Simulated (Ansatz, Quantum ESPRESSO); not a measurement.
# 1T-SnSe2, 1 layer: the gap along the path at a withheld member of a series

How the rows were computed: Quantum ESPRESSO 7.5, PBE, GBRV ultrasoft. Cell and atoms are first relaxed; each strained cell is then held and the atoms relax in it. A periodic run with 15 Å of vacuum in the starting cell gives the vacuum levels, and bands follow along a path. The series steps biaxial strain.

| biaxial strain | gap along the path (eV) |
| --- | --- |
| -4 % | 0.543 |
| -3 % | 0.606 |
| -2 % | 0.662 |
| -1 % | 0.709 |
| 1 % | 0.791 |
| 2 % | 0.827 |
| 3 % | 0.858 |
| 4 % | 0.884 |

One more run was made and is withheld. What is the gap along the path at 0 %?

**Fit.** The rows at -1 % and 1 % give a slope of (0.791 − (0.709))/(1 − (−1)) = 0.041, so a straight line gives 0.750 eV. A parabola through these and the row at -2 % gives 0.752 eV.

**The withheld run.** 0.751 eV. The line misses by −0.001 and the parabola by +0.001 eV. Both misses are under 5 % of the step from the nearer row.

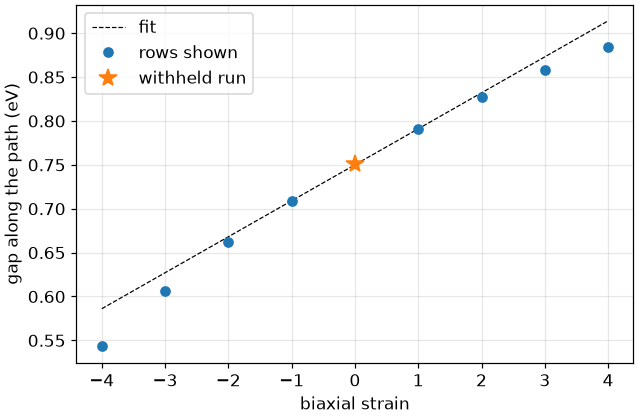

The rows shown, the fit and the withheld run.

**Limits.** Semilocal gaps are too small; the 1×1 cell can't ripple over many cells under compression as a free sheet would. No spin-orbit coupling.
